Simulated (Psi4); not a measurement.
**GeH4O2 (SMILES [OH][GeH2][OH]) at PBE/cc-pVDZ**

Aim: the energy change on altering one bond length of GeH4O2 at PBE/cc-pVDZ, from 2 runs. 

Program for the calculation: Psi4 1.11.

## 1. The molecule

GeH4O2 has 7 atoms, charge 0, and is taken as a singlet. SMILES: `[OH][GeH2][OH]`. Geometry: relaxed at PBE0-D4/def2-TZVP. This is one conformer, not always the lowest.

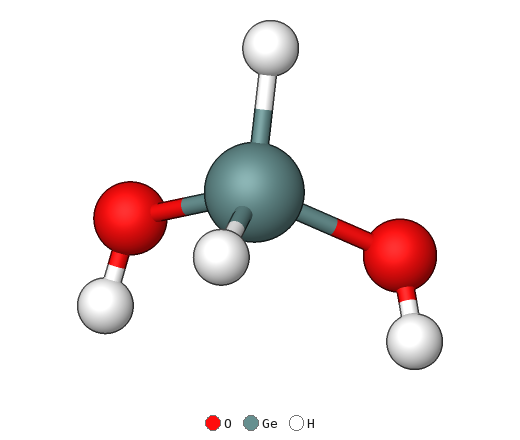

Viewed from a chosen angle; oxygen red, germanium teal, hydrogen white.

## 2. Energy and forces at PBE/cc-pVDZ

Contents of geh4o2.xyz:

```xyz
7
GeH4O2
O     -1.491300    -0.416000    -0.173900
Ge     0.023500     0.377000     0.305300
O      1.347400    -0.798900     0.400600
H     -1.634900    -0.418700    -1.122100
H      0.363400     1.460500    -0.739100
H     -0.172500     0.863100     1.737300
H      1.625600    -1.135200    -0.453800
```

Contents of job.py:

```python
import psi4

psi4.set_memory('2200 MB')
psi4.set_num_threads(1)
psi4.core.set_output_file('geh4o2.out', False)

with open('geh4o2.xyz') as f:
    atoms = ''.join(f.readlines()[2:])
mol = psi4.geometry('0 1\n' + atoms + 'symmetry c1')

psi4.set_options({
    'basis': 'cc-pVDZ',
    'puream': True,
    'e_convergence': 1e-09,
    'd_convergence': 1e-08,
    'scf_type': 'pk',
    'dft_radial_points': 99,
    'dft_spherical_points': 590,
})

energy_value, wavefunction = psi4.gradient("pbe", return_wfn=True)
psi4.oeprop(wavefunction, "DIPOLE", "QUADRUPOLE", "MAYER_INDICES")
print('gradient / Eh bohr^-1')
print(energy_value.np.round(6))
print(f'energy = {wavefunction.energy():.10f} Eh')
```

Launch:

```sh
$ python job.py
```

geh4o2.out, cut to the lines that bear on the results:

```text
[...]
  Running in c1 symmetry.
[...]
  Nuclear repulsion =  219.679499594560724
[...]
  Multiplicity = 1
[...]
  Nalpha       = 26
  Nbeta        = 26
[...]
    Number of basis functions: 75
[...]
   @RKS iter   1: -2228.61452183955953   -2.70910e+00   1.71194e-02 ADIIS/DIIS
[...]
   @RKS iter  11: -2229.37622605039860   -1.00044e-11   7.40537e-09 DIIS
[...]
    Orbital Energies [Eh]
    ---------------------
    Doubly Occupied:
       1A   -397.111582     2A    -49.219114     3A    -43.833547
       4A    -43.833399     5A    -43.833140     6A    -18.756609
       7A    -18.755786     8A     -6.010461     9A     -4.226215
      10A     -4.225280    11A     -4.223436    12A     -1.133868
      13A     -1.130312    14A     -1.126091    15A     -1.124900
      16A     -1.124800    17A     -0.900238    18A     -0.881501
      19A     -0.520906    20A     -0.431241    21A     -0.395310
      22A     -0.330459    23A     -0.290972    24A     -0.289197
      25A     -0.250049    26A     -0.243936
[...]
  @RKS Final Energy: -2229.37622605039860
   => Energetics <=
    Nuclear Repulsion Energy =            219.6794995945607241
    One-Electron Energy =               -3541.4550229130327352
    Two-Electron Energy =                1189.6558717877517211
    DFT Exchange-Correlation Energy =     -97.2565745196784803
    Empirical Dispersion Energy =           0.0000000000000000
    VV10 Nonlocal Energy =                  0.0000000000000000
    Total Energy =                      -2229.3762260503985999
[...]
  -Total Gradient:
     Atom            X                  Y                   Z
    ------   -----------------  -----------------  -----------------
       1        0.015653204256     0.008490352263    -0.013849634001
       2       -0.001708709301    -0.013405949883     0.002535783820
       3       -0.010473146910     0.007060644793    -0.019045195401
       4        0.001031836404    -0.000628843349     0.016513636320
       5       -0.001393965139    -0.005532884659     0.003648656061
       6        0.000560020635    -0.000736750469    -0.005079473697
       7       -0.003660040843     0.004733460438     0.015259587385
[...]
 Multipole Moments:
 ------------------------------------------------------------------------------------
     Multipole            Electronic (a.u.)      Nuclear  (a.u.)        Total (a.u.)
 ------------------------------------------------------------------------------------
 L = 1.  Multiply by 2.5417464519 to convert [e a0] to [Debye]
 Dipole X            :          0.1823930           -0.0702225            0.1121705
 Dipole Y            :          2.5974006           -2.3478850            0.2495157
 Dipole Z            :          1.1698767           -2.0944336           -0.9245568
 Magnitude           :                                                    0.9641813
 L = 2.  Multiply by 1.3450342976 to convert [e a0^2] to [Debye ang]
 Quadrupole XX       :       -158.4350323          135.0211640          -23.4138683
 Quadrupole XY       :         14.0227888          -14.7485662           -0.7257774
[...]
```

Standard output:

```text
gradient / Eh bohr^-1
[[ 0.015653  0.00849  -0.01385 ]
 [-0.001709 -0.013406  0.002536]
 [-0.010473  0.007061 -0.019045]
 [ 0.001032 -0.000629  0.016514]
 [-0.001394 -0.005533  0.003649]
 [ 0.00056  -0.000737 -0.005079]
 [-0.00366   0.004733  0.01526 ]]
energy = -2229.3762260504 Eh
```

Run time: 28 s. Hardware: 1 thread of AMD EPYC 9R45 (Zen 5), shared host; peak memory 1.2 GiB.

## 3. The distorted shape

Contents of geh4o2.inp:

```
memory 2200 MB

molecule {
  0 1
  O     -1.376424    -0.413840     0.584632
  Ge     0.138376     0.379160     1.063832
  O      1.462276    -0.796740     1.159132
  H     -1.634900    -0.418700    -1.122100
  H      0.478276     1.462660     0.019432
  H     -0.057624     0.865260     2.495832
  H      1.740476    -1.133040     0.304732
  symmetry c1
}

set basis cc-pVDZ
set puream true
set e_convergence 1e-09
set d_convergence 1e-08
set scf_type pk
set dft_radial_points 99
set dft_spherical_points 590

gradient("pbe")
print_variables()
```

Launch:

```sh
$ psi4 -i geh4o2.inp -o geh4o2.out -n 1
```

geh4o2.out, cut to the lines that bear on the results:

```text
[...]
  Running in c1 symmetry.
[...]
  Nuclear repulsion =  216.014853687931975
[...]
  Multiplicity = 1
[...]
  Nalpha       = 26
  Nbeta        = 26
[...]
    Number of basis functions: 75
[...]
   @RKS iter   1: -2228.34793942425813   -2.67028e+00   1.75775e-02 ADIIS/DIIS
[...]
   @RKS iter  14: -2229.24846093817496   -6.36646e-12   5.09929e-09 DIIS
[...]
  @RKS Final Energy: -2229.24846093817496
   => Energetics <=
    Nuclear Repulsion Energy =            216.0148536879319749
    One-Electron Energy =               -3534.3151595123022162
    Two-Electron Energy =                1186.1187122095666382
    DFT Exchange-Correlation Energy =     -97.0668673233711274
    Empirical Dispersion Energy =           0.0000000000000000
    VV10 Nonlocal Energy =                  0.0000000000000000
    Total Energy =                      -2229.2484609381749578
[...]
 Multipole Moments:
 ------------------------------------------------------------------------------------
     Multipole            Electronic (a.u.)      Nuclear  (a.u.)        Total (a.u.)
 ------------------------------------------------------------------------------------
 L = 1.  Multiply by 2.5417464519 to convert [e a0] to [Debye]
 Dipole X            :          0.3328932           -0.1838278            0.1490655
 Dipole Y            :          2.6231506           -2.3500211            0.2731295
 Dipole Z            :          1.9030538           -2.8445749           -0.9415211
 Magnitude           :                                                    0.9916059
[...]
  -Total Gradient:
     Atom            X                  Y                   Z
    ------   -----------------  -----------------  -----------------
       1        0.038166745553     0.012606841839     0.078902847263
       2       -0.006038646376    -0.015749291838     0.013339484569
       3       -0.011398780512     0.007425070705    -0.020553064551
       4       -0.016631057025    -0.002161449789    -0.081575548564
       5       -0.002372986210    -0.006170024139     0.001617428333
       6        0.001777786259    -0.000527302660    -0.007171403301
       7       -0.003507654010     0.004610344564     0.015446566157
[...]
```

Run time: 30 s. Hardware: 1 thread of AMD EPYC 9R45 (Zen 5), shared host; peak memory 1.2 GiB.

## 4. Results

At PBE/cc-pVDZ:

```
                                                         quantity           value
                                        first shape: total energy  -2229.37623 Eh
                                       first shape: dipole moment          2.45 D
                                         first shape: HOMO energy        -6.64 eV
                                         first shape: LUMO energy        -0.08 eV
                                       first shape: HOMO–LUMO gap         6.55 eV
                            first shape: largest force on an atom      1.175 eV/Å
                                    distorted shape: total energy  -2229.24846 Eh
                                   distorted shape: dipole moment          2.52 D
                                     distorted shape: HOMO energy        -6.44 eV
                                     distorted shape: LUMO energy        -4.56 eV
                                   distorted shape: HOMO–LUMO gap         1.88 eV
                        distorted shape: largest force on an atom      4.553 eV/Å
energy change with the O1–H4 bond stretched from 0.959 to 1.726 Å        3.477 eV
```

What this shows: One bond (distorted shape) is far stretched, which a spin-restricted single reference describes badly; a broken-symmetry solution may lie lower. With the O1–H4 bond stretched from 0.959 to 1.726 Å the energy rises by 3.48 eV (335 kJ/mol). The first shape isn't relaxed at this level, so the change isn't measured from a minimum. A restricted reference can't describe the breaking bond well at this length. The largest force (first shape) is 1.18 eV/Å: the shape isn't a stationary point for this species at this level.
